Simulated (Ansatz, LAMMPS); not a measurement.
# Aqueous Cs+ and OH-, 1.9 mol of salt per kg of water, from a frame at 300 K (93 atoms): geometry optimisation, part 3 of 3

Aim: bring aqueous Cs+ and OH-, 1.9 mol of salt per kg of water, from a frame at 300 K (93 atoms) to a nearby minimum of the energy and see what moves.

Ansatz 0.2.0; Kohn-Sham DFT, PBE+D4, PAW (set soft_2), plane waves.

The cell: 31 O, 61 H and 1 Cs. The network of contacts between molecules at the start is that of the classical potential that made the cell. The density was typed from a rule of thumb and may lie off the real one at this temperature. Only the Γ point is sampled, in a cell whose shortest periodic width is 10 Å. No spin–orbit coupling is included.

So far. Step 4 (Relaxation): The relaxation changed the energy by -61.7 meV/atom, and atoms moved by 0.56 Å r.m.s., 1.6 Å at most.

**6. Single point at the relaxed geometry**

One more single point at the end of the walk gives the fuller output and checks the residual forces.

File input.yaml:

```yaml
crystal:
  lattice:
    - [9.76803, 0.0, 0.0]
    - [0.0, 9.76803, 0.0]
    - [0.0, 0.0, 9.76803]
  atoms:
    - { symbol: O, position: [0.04145, 0.60157, 0.91835] }
    - { symbol: H, position: [0.04492, 0.50002, 0.92623] }
    - { symbol: H, position: [0.11996, 0.6266, 0.85593] }
    - { symbol: O, position: [0.50676, 0.29952, 0.39445] }
    - { symbol: H, position: [0.45669, 0.32474, 0.47721] }
    - { symbol: H, position: [0.58233, 0.3682, 0.38702] }
    - { symbol: O, position: [0.73302, 0.43486, 0.13761] }
    - { symbol: H, position: [0.72456, 0.46428, 0.23915] }
    - { symbol: H, position: [0.78788, 0.50416, 0.09222] }
    - { symbol: O, position: [0.64508, 0.54556, 0.67195] }
    - { symbol: H, position: [0.70899, 0.47151, 0.65284] }
    - { symbol: H, position: [0.69796, 0.60616, 0.73658] }
    - { symbol: O, position: [0.5328, 0.99591, 0.91788] }
    - { symbol: H, position: [0.49805, 0.01425, 0.82395] }
    - { symbol: H, position: [0.56071, 0.08731, 0.95162] }
    - { symbol: O, position: [0.96849, 0.61885, 0.41911] }
    - { symbol: H, position: [0.03953, 0.56379, 0.46398] }
    - { symbol: H, position: [0.88344, 0.56373, 0.41269] }
    - { symbol: O, position: [0.1287, 0.77622, 0.12816] }
    - { symbol: H, position: [0.05634, 0.84562, 0.14211] }
    - { symbol: H, position: [0.09057, 0.70766, 0.06352] }
    - { symbol: O, position: [0.07678, 0.26162, 0.41356] }
    - { symbol: H, position: [0.1342, 0.34437, 0.43398] }
    - { symbol: H, position: [0.13481, 0.18025, 0.43579] }
    - { symbol: O, position: [0.37495, 0.79325, 0.01194] }
    - { symbol: H, position: [0.42316, 0.87978, 0.98995] }
    - { symbol: H, position: [0.28576, 0.81397, 0.05586] }
    - { symbol: O, position: [0.05461, 0.32124, 0.93743] }
    - { symbol: H, position: [0.98714, 0.27673, 0.87521] }
    - { symbol: H, position: [0.02592, 0.28897, 0.02989] }
    - { symbol: O, position: [0.91817, 0.9582, 0.19391] }
    - { symbol: H, position: [0.92757, 0.05902, 0.18302] }
    - { symbol: H, position: [0.93855, 0.93795, 0.29251] }
    - { symbol: O, position: [0.71403, 0.83194, 0.05288] }
    - { symbol: H, position: [0.78725, 0.88574, 0.09938] }
    - { symbol: H, position: [0.65484, 0.89623, 0.0009] }
    - { symbol: O, position: [0.80556, 0.70305, 0.82717] }
    - { symbol: H, position: [0.89561, 0.66042, 0.85329] }
    - { symbol: H, position: [0.77114, 0.74431, 0.91398] }
    - { symbol: O, position: [0.38786, 0.11175, 0.23513] }
    - { symbol: H, position: [0.35182, 0.1413, 0.14736] }
    - { symbol: H, position: [0.42517, 0.19588, 0.27902] }
    - { symbol: O, position: [0.94815, 0.23641, 0.17756] }
    - { symbol: H, position: [0.0005, 0.2542, 0.26481] }
    - { symbol: H, position: [0.86899, 0.2989, 0.17666] }
    - { symbol: O, position: [0.42931, 0.76711, 0.57858] }
    - { symbol: H, position: [0.49625, 0.69362, 0.58742] }
    - { symbol: H, position: [0.38184, 0.75045, 0.49059] }
    - { symbol: O, position: [0.31056, 0.69207, 0.33458] }
    - { symbol: H, position: [0.39903, 0.69212, 0.28567] }
    - { symbol: H, position: [0.23988, 0.72042, 0.26777] }
    - { symbol: O, position: [0.99665, 0.88595, 0.44771] }
    - { symbol: H, position: [0.98785, 0.78352, 0.44041] }
    - { symbol: H, position: [0.9499, 0.90966, 0.53552] }
    - { symbol: O, position: [0.8254, 0.27117, 0.53049] }
    - { symbol: H, position: [0.78493, 0.35, 0.47792] }
    - { symbol: H, position: [0.92169, 0.26649, 0.49735] }
    - { symbol: O, position: [0.40875, 0.38522, 0.66563] }
    - { symbol: H, position: [0.48759, 0.44722, 0.67954] }
    - { symbol: H, position: [0.36914, 0.37533, 0.76035] }
    - { symbol: O, position: [0.84672, 0.93763, 0.67325] }
    - { symbol: H, position: [0.83763, 0.85645, 0.73347] }
    - { symbol: H, position: [0.85169, 0.02001, 0.73159] }
    - { symbol: O, position: [0.6102, 0.25739, 0.95519] }
    - { symbol: H, position: [0.64658, 0.31779, 0.02762] }
    - { symbol: H, position: [0.51532, 0.28711, 0.93834] }
    - { symbol: O, position: [0.23201, 0.03803, 0.46125] }
    - { symbol: H, position: [0.15942, 0.9668, 0.45463] }
    - { symbol: H, position: [0.27926, 0.04308, 0.37175] }
    - { symbol: O, position: [0.84457, 0.20033, 0.79205] }
    - { symbol: H, position: [0.83233, 0.23692, 0.69684] }
    - { symbol: H, position: [0.75869, 0.22148, 0.84061] }
    - { symbol: O, position: [0.26665, 0.66745, 0.78925] }
    - { symbol: H, position: [0.31323, 0.71839, 0.86362] }
    - { symbol: H, position: [0.30515, 0.7065, 0.70452] }
    - { symbol: O, position: [0.21024, 0.48436, 0.48637] }
    - { symbol: H, position: [0.27585, 0.46328, 0.56055] }
    - { symbol: H, position: [0.25615, 0.54957, 0.42278] }
    [... 9 atom lines left out ...]
    - { symbol: O, position: [0.438, 0.53047, 0.07476] }
    - { symbol: H, position: [0.43044, 0.6289, 0.05171] }
    - { symbol: H, position: [0.53338, 0.51428, 0.09895] }
    - { symbol: O, position: [0.72004, 0.48144, 0.39172] }
    - { symbol: H, position: [0.6784, 0.5405, 0.4604] }
    - { symbol: Cs, position: [0.63785, 0.00112, 0.44409] }
kpoints:
  mp_grid: { grid: [1, 1, 1] }
hamiltonian:
  xc: pbe
  dispersion: d4
scf:
  occupations: { method: fixed }
output:
  forces: true
  stress: true
  populations: intrinsic
  dos:
    method: { smearing: { sigma: 0.15 } }
    de: 0.1
    projected: { site_lists: { Cs: [Cs], H: [H], O: [O] } }
  eigenvalues: true
  write_density: true
  write_potential: true
  volumetric_format: npy
```

Launch:

```bash
> ansatz run input.yaml --threads 4 --pin off --max-ram 8192MiB --backend cpu --events-out ev --progress --plain --runs-dir out
```

Numbers of over 12 decimals in the logs are rounded to 6 here.

The program printed:

```text
[...]
Crystal: 93 atoms, lattice volume = 932.011 Å³
Basis set: ecut = 420 eV, 18277 PW (Γ), exchange–correlation on 144×144×144 points (8 copies of the dense FFT grid, shifted against one another)
Bands: 221, of which v1, the nominal top of the filled ones, is band 128 counted from 1 (127 counted from 0)
Symmetry: 1 space group operations
[...]
k-points: 1
[...]
SCF iter   1: F=—  HF=-24251.304372 eV  |F-HF|=—  |Δ(HF+E_count)|=         —  Δρ=2.77e-3  dr2=8.68e-2  ethr=1.77e-3  ⟨swp⟩=5.0  Hψ=786  notcnv=0  defer=91
[...]
SCF iter   9: F=-24251.229263 eV  HF=-24251.229263 eV  |F-HF|=7.30e-9  |Δ(HF+E_count)|=   2.54e-8  Δρ=1.09e-6  dr2=9.81e-9  ethr=3.91e-11  ⟨swp⟩=22.0  Hψ=2235  notcnv=0
[...]
SCF 1 converged in 9 iterations: F = -24251.229263 eV  dr2 = 9.81e-9
[...]
WARN: The input density's exchange-correlation potential varies sharply where the density is thin. Do not read a vacuum level from v_tot or v_xc, or from such a field of the output density. On a cell that repeats whose density bears no net charge and no dipole along the vacuum's axis use v_es (v_loc + v_h of the components); [...]
SCF converged after 9 iterations
Free energy (F): -24251.229263 eV
[...]
Internal energy: -24251.229263 eV  (E = F + TS)
E sigma→0 (E₀):  -24251.229263 eV
Fermi energy:    -2.113297 eV
[...]
--- Forces (eV/Å), atoms counted from 1 ---
  atom   1  O      0.00328547    -0.00308216    -0.00857825
  atom   2  H     -0.00285144    -0.00223268     0.00500497
  atom   3  H     -0.00374790     0.00419961     0.00052726
  atom   4  O      0.00101263     0.00626270     0.00032307
  atom   5  H     -0.00189832    -0.00419159    -0.00005057
  atom   6  H     -0.00097793    -0.00005326    -0.00504143
  atom   7  O     -0.01872259     0.00939163     0.02892638
  atom   8  H      0.00744727    -0.03585146    -0.03775701
  atom   9  H      0.02193476     0.01405027    -0.01433115
  atom  10  O     -0.00620644     0.00810032     0.00424847
  atom  11  H      0.00813846    -0.00406674     0.00399462
  atom  12  H      0.00141357    -0.00808049    -0.00445344
  atom  13  O      0.00608753    -0.00314561     0.00504824
  atom  14  H     -0.00072582     0.00075516    -0.00397035
[...]
atom  92  H      0.01774151    -0.01877348     0.02486341
  atom  93  Cs    -0.00275947    -0.00171292    -0.00250497
  max |Σ_I F_I| component: 3.80e-5 eV/Å
--- Stress (GPa, compression-positive) ---
       -0.273134      -0.135266      -0.393729
       -0.135267       0.020896       0.148172
       -0.393729       0.148172       0.139708
  P = ⅓ Tr σ = -0.0375 GPa (-0.375 kbar)
--- Band table (eV) ---
[...]
--- intrinsic populations: 93 sites ---
  site symbol       q [e]
     0      O      6.7611
     1      H      0.6274
     2      H      0.6219
[...]
92     Cs      8.1128
  spilling = 0.000000 (of n_electrons = 256.000000)
```

Elapsed: 6.5 s, on 4 threads of Intel Xeon Platinum 8488C (Sapphire Rapids), shared host; peak memory 1.1 GiB.

The program notes that the exchange-correlation potential is rough where the density is thin.

Read from the output:

```yaml
free_energy: -24251.2293 eV
free_energy_per_atom: -260.7659 eV/atom
scf_cycles: 9
pressure: -0.03751 GPa
r_m_s_force_component: 0.00989 eV/Å
longest_force: 0.0526 eV/Å
fermi_energy: -2.113 eV
spacing_of_highest_filled_and_lowest_empty_level: 4.77 eV
```

Intrinsic-atomic-orbital charges by element:

```csv
element,coordination,atoms,mean charge (e),spread,least,most
Cs,all,1,0.887,0,0.887,0.887
H,all,61,0.376,0.0086,0.353,0.402
O,all,31,-0.769,0.0222,-0.837,-0.739
```

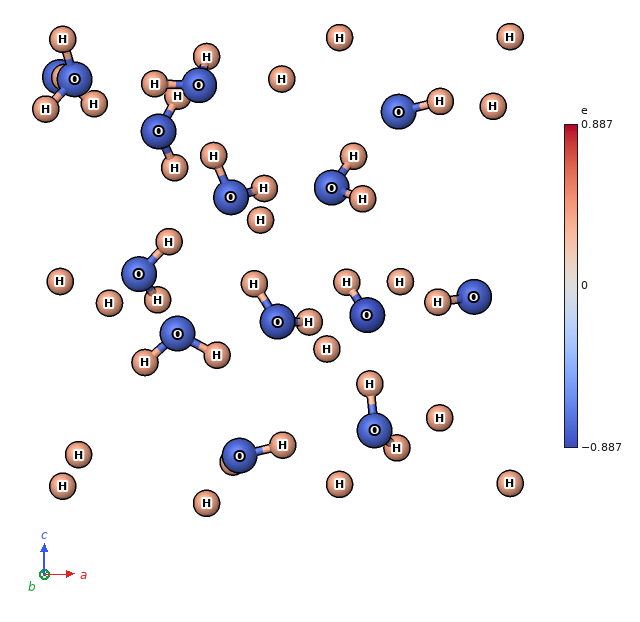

Atoms coloured by intrinsic-atomic-orbital charge. Drawn is a slice 4 Å thick, seen along the normal of the ac plane. Bonds to atoms that aren't drawn are left out.

Density of states as counts of states in windows of 1 eV (from the Fermi level), total and the larger projections:

```csv
from (eV),to (eV),total,O p,H s,O s
-18,-17,14.7,0.4,3.0,11.2
-17,-16,2.0,0.0,0.4,1.6
-16,-8,0.0,0.0,0.0,0.0
-8,-7,4.5,3.1,1.3,0.0
-7,-6,44.6,30.9,12.9,0.1
-6,-5,16.9,8.1,3.2,0.0
-5,-4,8.8,6.5,1.2,1.0
-4,-3,20.3,15.8,2.0,2.2
-3,-2,25.0,21.2,1.3,2.2
-2,-1,18.0,16.9,0.2,0.5
-1,0,51.7,50.8,0.2,0.1
0,1,2.2,2.1,0.0,0.0
1,4,0.0,0.0,0.0,0.0
4,5,1.9,0.0,1.0,0.5
```

With fixed occupations the program's Fermi level is the highest filled level; weight inside the gap is the broadening of levels at its edges.

Between -20 and -18 eV lie 47 more states.

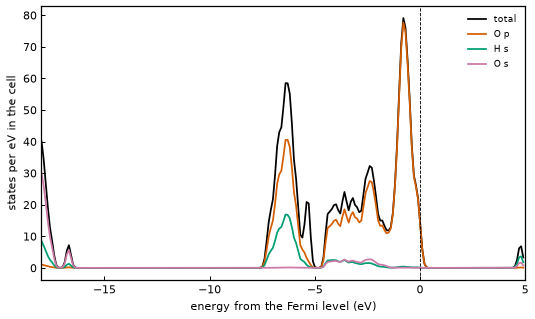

Total and projected density of states, with the broadening of the input.

The levels nearest the highest filled one (over half full), pooled over k-points and spins:

```csv
level less the highest filled one (eV),occupation
-0.436,2
-0.302,2
-0.258,2
-0.157,2
-0.112,2
0,2
4.77,0
6.41,0
6.56,0
6.91,0
6.92,0
7.00,0
```

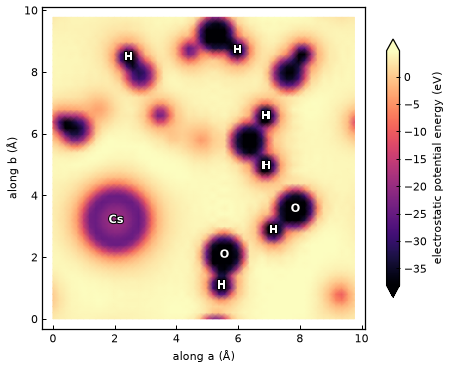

Electrostatic potential energy in the ab plane at fractional z = 0.444, with atoms of H and O and Cs within 0.2 Å of it. With pseudopotentials it is smooth inside the atoms' cores, unlike the true potential. The map starts off the cell's origin, so that atoms lie inside it.

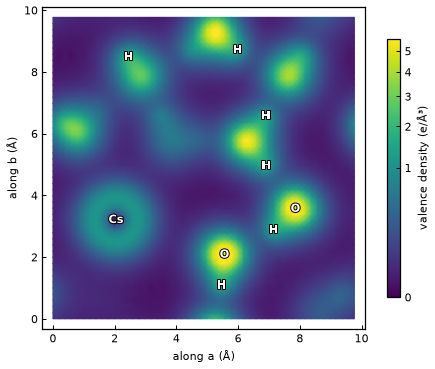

Valence density in the ab plane at fractional z = 0.444, with atoms of H and O and Cs within 0.2 Å of it. It is the smooth field of the valence electrons, not physical close to the nuclei. The map starts off the cell's origin, so that atoms lie inside it. The colour scale is stretched toward low values.

Mean intrinsic-atomic-orbital charges: Cs +0.89, H +0.38, O -0.77 e. The largest share in the top eV of filled states is O p (99 % of the projected weight), and in the lowest eV of empty states H s (58 % of the projected weight).

A closer look about Cs93, the only Cs atom: 10 atoms, nearest first, numbered in the order of the input, with positions taken from that point.

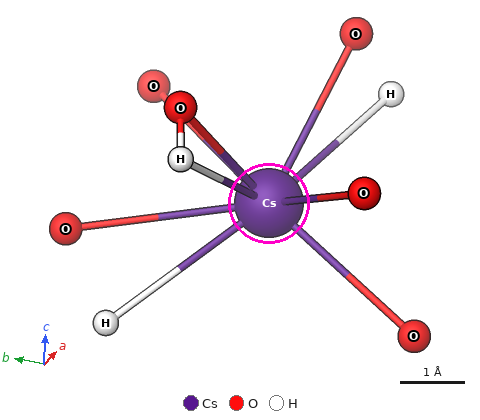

The atoms of the table, within 3.3 Å (arrows a, b, c point along x, y, z); some may hide others; the central atom is ringed.

```csv
atom,x,y,z,distance (Å),intrinsic-atomic-orbital charge (e)
Cs93,0.00,0.00,0.00,0.00,0.89
O85,-2.00,0.85,2.20,3.09,-0.79
O61,2.04,-0.62,2.24,3.09,-0.80
O82,-0.48,-2.68,-1.61,3.16,-0.79
O4,-1.28,2.91,-0.48,3.22,-0.79
H42,-2.08,1.90,-1.61,3.25,0.38
H86,-2.76,0.54,1.66,3.26,0.39
H54,3.05,-0.89,0.89,3.30,0.37
O55,1.83,2.64,0.84,3.32,-0.80
O46,-2.04,-2.29,1.31,3.33,-0.77
```

**7. Changed: scf.convergence.dr2_threshold = 1e-05**

Changed here: scf.convergence.dr2_threshold = 1e-05.

Changes to input.yaml since step 6:

```diff
@@ -6,3 +6,3 @@
   atoms:
-    [... the 93 atom lines of step 6 ...]
+    [... the 93 atom lines of step 3 ...]
 kpoints:
@@ -14,2 +14,3 @@
   occupations: { method: fixed }
+  convergence: { dr2_threshold: 1.0e-05 }
 output:
@@ -23,4 +24 @@
   eigenvalues: true
-  write_density: true
-  write_potential: true
-  volumetric_format: npy
```

The program printed:

```text
Warning: scf.convergence.dr2_threshold = 1e-5 eV is looser than this run's default, which is 1e-7 eV or tighter. The error in the forces grows as the threshold's square root, so leave the key out unless less accurate forces are enough
Warning: output.stress: scf.convergence.dr2_threshold = 1e-5 eV is looser than the 9.3e-9 eV advised for a printed stress (1e-10 eV for each atom of the cell: 93). What an SCF threshold leaves in a stress goes as its square root, and in the free energy as the threshold itself, and one threshold admits the most on a small cell: [...]
[...]
Crystal: 93 atoms, lattice volume = 932.011 Å³
Basis set: ecut = 420 eV, 18277 PW (Γ), exchange–correlation on 144×144×144 points (8 copies of the dense FFT grid, shifted against one another)
Bands: 221, of which v1, the nominal top of the filled ones, is band 128 counted from 1 (127 counted from 0)
Symmetry: 1 space group operations
[...]
k-points: 1
[...]
SCF iter   1: F=—  HF=-24245.579690 eV  |F-HF|=—  |Δ(HF+E_count)|=         —  Δρ=3.56e-3  dr2=1.51e-1  ethr=1.77e-3  ⟨swp⟩=5.0  Hψ=793  notcnv=0  defer=91
[...]
SCF iter   7: F=-24245.493286 eV  HF=-24245.493287 eV  |F-HF|=1.17e-6  |Δ(HF+E_count)|=   2.35e-6  Δρ=1.99e-5  dr2=2.82e-6  ethr=3.91e-9  ⟨swp⟩=18.0  Hψ=1673  notcnv=0
SCF 1 converged in 7 iterations: F = -24245.493286 eV  dr2 = 2.82e-6
[...]
SCF converged after 7 iterations
Free energy (F): -24245.493286 eV
[...]
Internal energy: -24245.493286 eV  (E = F + TS)
E sigma→0 (E₀):  -24245.493286 eV
Fermi energy:    -1.862893 eV
[...]
--- Forces (eV/Å), atoms counted from 1 ---
  atom   1  O      0.71496192     0.24565007    -0.45555904
  atom   2  H     -0.08862810     0.34842423    -0.22619711
  atom   3  H     -0.98555335    -0.85256163     0.51942751
  atom   4  O      0.41579056     0.55203848    -0.17140087
  atom   5  H      0.30745377    -0.45783577    -0.71578270
  atom   6  H     -0.69893087    -0.29552326     0.57568803
  atom   7  O      0.66234895     0.11236349    -0.99599150
  atom   8  H     -0.29220109     0.05006331    -0.38055277
  atom   9  H     -0.78914171    -0.21226729     1.04828405
  atom  10  O      0.05704286     0.52387549    -0.05291183
  atom  11  H      0.42336043    -0.53364229     2.04002870
  atom  12  H     -0.07877961    -0.12567658    -0.29004869
  atom  13  O     -0.01405414    -0.07341450     0.33147706
  atom  14  H      0.45525511     0.84170384     0.60397660
[...]
atom  92  H      1.10013555    -0.97860153    -2.12719984
  atom  93  Cs     0.06245380     0.14597486    -0.32180422
  max |Σ_I F_I| component: 4.65e-4 eV/Å
--- Stress (GPa, compression-positive) ---
       -2.566968       0.343439      -0.347844
        0.343439      -1.345342      -0.170733
       -0.347845      -0.170734      -2.327896
  P = ⅓ Tr σ = -2.0801 GPa (-20.801 kbar)
--- Band table (eV) ---
[...]
--- intrinsic populations: 93 sites ---
  site symbol       q [e]
     0      O      6.7750
     1      H      0.6239
     2      H      0.6238
[...]
92     Cs      8.1085
  spilling = -0.000000 (of n_electrons = 256.000000)
```

Wall time 6 s (4 threads); peak memory 1 GiB.

The program notes that the SCF threshold is loose for forces and the SCF threshold is loose for the stress.

Forces differ from those of the single point at the start by 0.17 meV/Å r.m.s., 0.031 % of their size. It took 0.91 times the reference's time (shared host, so rough).

**8. Outcome**

| Item | Value |
| --- | --- |
| energy change in the relaxation | -61.68 meV/atom |
| r.m.s. displacement | 0.559 Å |
| largest displacement | 1.552 Å |
| free energy per atom | -260.7659 eV/atom |
| pressure | -0.03751 GPa |
| r.m.s. force component | 0.00989 eV/Å |
| gap (highest filled to lowest empty level) | 4.77 eV |
| wall time of the 4 DFT runs | 1.7 min |

In words: Relaxation lowers the energy by 61.7 meV/atom and moves atoms by 0.56 Å r.m.s.; the r.m.s. force component goes from 0.55 to 0.0099 eV/Å, the pressure goes from -2.1 to -0.038 GPa, and the gap from 4.14 to 4.77 eV. From the first step to the last the energy fell by 5.736 eV, and the largest move was 1.55 Å (H20). Between filled and empty levels lie 4.77 eV (at Γ alone); a semilocal functional tends to put such gaps too low. In a disordered cell it changes from sample to sample and from frame to frame.

What to keep in mind: The network of contacts between molecules at the start is that of the classical potential that made the cell; in DFT atoms moved by 0.56 Å r.m.s. The program warns that the dispersion model switches its C6 values near this geometry, which can put artefacts into forces and pressure.

[Logs are printed without paths, hosts, clocks, repeated set-up lines and the standing remarks that a program may print on its own settings, such as how far it seeks lower states.]

[Hosts, paths, dates, database ids (printed as entryN), source tags and the programs' standing remarks are cut or masked in the printed files.]
